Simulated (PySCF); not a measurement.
**CH6Ge, SMILES `C[GeH3]`: what the electrons do**

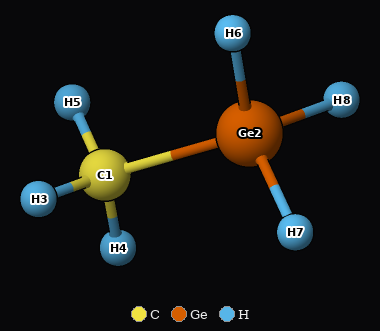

The molecule, with its atoms numbered as below. No frequency check shows the geometry to be a minimum.

Cartesian coordinates (Å):

```
C1      -1.5689    0.0002    0.0000
Ge2      0.3897   -0.0001   -0.0001
H3      -1.9547   -0.5836    0.8320
H4      -1.9546   -0.4284   -0.9220
H5      -1.9543    1.0130    0.0894
H6       0.9345    0.5884    1.2607
H7       0.9341   -1.3865   -0.1207
H8       0.9378    0.8007   -1.1355
```

### 1. Bonding charge

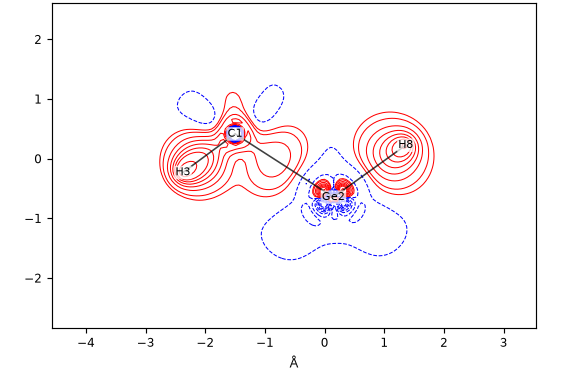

Deformation density (molecule less spherical, spin-averaged free atoms) in the plane of C1, Ge2, H3 and H8; contours at ±0.05 to ±0.8 e/Å³; solid red lines: gain, dashed blue lines: loss.

Level of theory: PBE0/def2-TZVP (PySCF), at a geometry from GFN2-xTB.

Q: Describe the bonding that the map shows.

A: C1–H3: +0.69 e/Å³ at the bond critical point (bond length 1.09 Å, Mayer order 1.0). Ge2–H8: +0.27 e/Å³ at the bond critical point (bond length 1.49 Å, Mayer order 1.0). C1–Ge2: +0.20 e/Å³ at the bond critical point (bond length 1.96 Å, Mayer order 1.0). In all, 1.7 electrons gather in the regions of gain relative to the promolecule.

Q: Where do the Hirshfeld charges lie?

A: The highest Hirshfeld charge is on Ge2 (+0.30 e), the lowest on C1 (−0.20 e).

### 2. Bond critical points

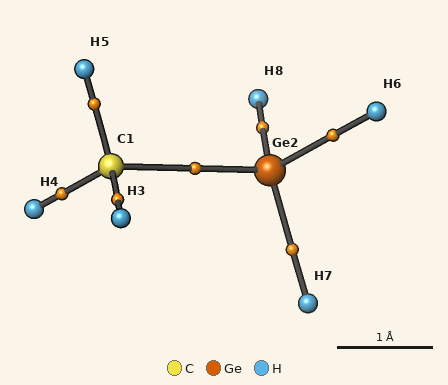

Molecular graph of the electron density (QTAIM): bond paths, bond critical points (orange), ring points (yellow, if any); weak paths are dashed.

Q: How many critical points of each kind are there, and does the count close?

A: 8 nuclei, 7 bond, 0 ring and 0 cage critical points: 8 − 7 + 0 − 0 = 1, as the Poincaré–Hopf relation requires.

Q: What does the calculation give at each kind of bond critical point?

A:
| bond | length (Å) | ρ (a.u.) | ∇²ρ (a.u.) | ε | H (a.u.) |
| --- | --- | --- | --- | --- | --- |
| C1–H3 (3 alike) | 1.087 | 0.276 | −0.93 | 0.01 | −0.278 |
| Ge2–H8 (3 alike) | 1.494 | 0.143 | +0.10 | 0.01 | −0.086 |
| C1–Ge2 | 1.959 | 0.126 | +0.09 | 0.00 | −0.063 |

Q: What kind of interaction is Ge2–H8?

A: Polar or intermediate (positive Laplacian, negative energy density H): ρ = 0.143, ∇²ρ = +0.10, H = −0.086 a.u.

### 3. Local ionisation energy

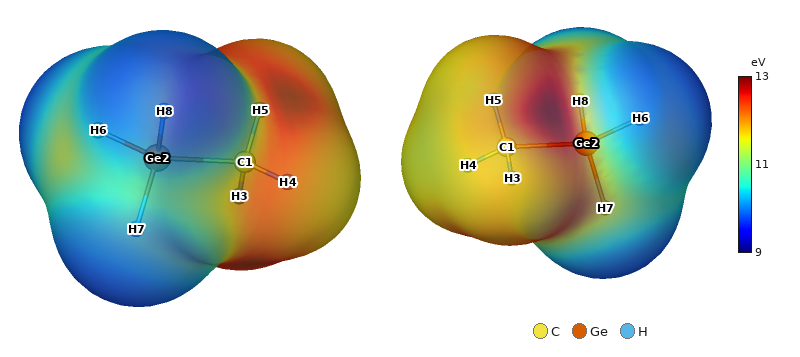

Average local ionisation energy on the surface of electron density 0.001 a.u. (back view left, front view right).

Q: Locate the minima of the map.

A: The lowest value is 9.8 eV, 1.5 Å from H6, and at like points elsewhere. Further minima include 11.3 eV, near H3 (1.80 Å), H4 (1.87 Å), C1 (1.97 Å) and H5 (1.98 Å). For comparison, the highest occupied orbital lies at −9.0 eV.

### 4. In an electric field

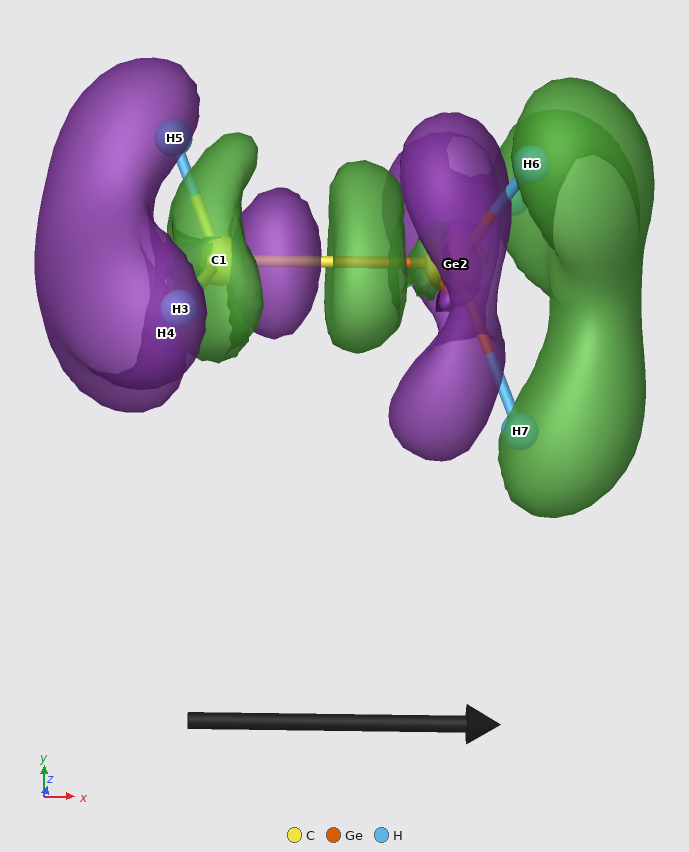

Change of the electron density in a uniform field of 0.21 V/Å along +x (arrow), surfaces at ±0.0015 e/Å³ (purple: gain, green: loss).

Level of theory: PBE0/def2-TZVP (PySCF), at a geometry from GFN2-xTB. A basis without diffuse functions makes polarisabilities too small.

Q: What dipole is induced, and what polarisability does it imply?

A: The induced dipole is 0.51 D (along the field); α along this axis, from the fields in both directions, is 50 bohr³ (7.4 Å³).

Q: Which atoms gain and lose the most charge?

A: Electrons gather most on C1 (Hirshfeld charge changes by −0.006 e) and leave Ge2 most (+0.006 e); 0.044 electrons are displaced in all.

### 5. Removing or adding an electron

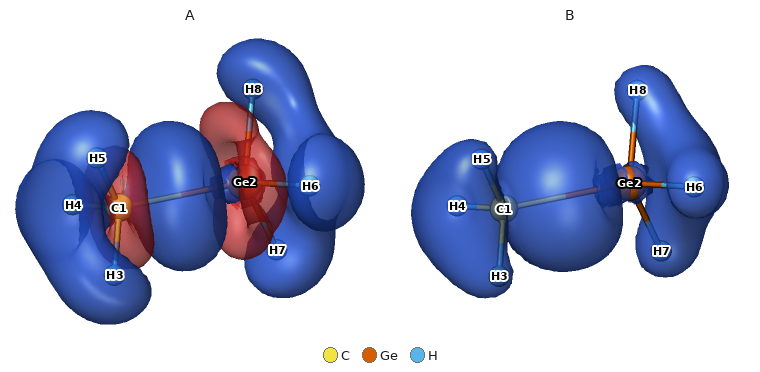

The Fukui function f⁻ from two separate SCF calculations and the density of the HOMO, at ±0.02 e/Å³ (blue positive, red negative).

PySCF calculation, PBE0/def2-TZVP, gas phase; geometry: GFN2-xTB.

Q: Which panel is which, and how good is the frozen-orbital picture?

A: A is f⁻ (it has negative regions), B the HOMO density. The HOMO lies on C1 (41 %) and Ge2 (32 %); f⁻ (Hirshfeld-condensed) is largest on Ge2 (0.25) and C1 (0.22); the vertical ionisation energy is 11.27 eV. Relaxation shifts 26 % of the electron between atoms. The orbital energy is −8.98 eV.

The PySCF runs shown took 9.1 s, 19 s and 3.3 min on 1 thread of Arm Neoverse V2, with other jobs on the host.
